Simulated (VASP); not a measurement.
Band structure of PdS (relaxed from the zinc blende structure, space group F-43m). All values below come from PBEsol GGA, VASP's PBE PAW potentials (set 64) (plane waves; VASP).

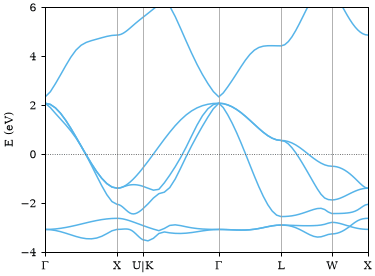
*Bands along high-symmetry lines, zero at the valence-band maximum or, without a gap, the Fermi level*

**Question.** Read the plot: is there a gap, and where are the band edges?

**Answer.** It has no gap at this level: it comes out as a metal or semimetal. (Edges off the drawn lines would not show.)

The structure was generated: PdS was put into the zinc blende type (F-43m), which need not be its known phase. It was relaxed first, which changed the volume by -15 %.
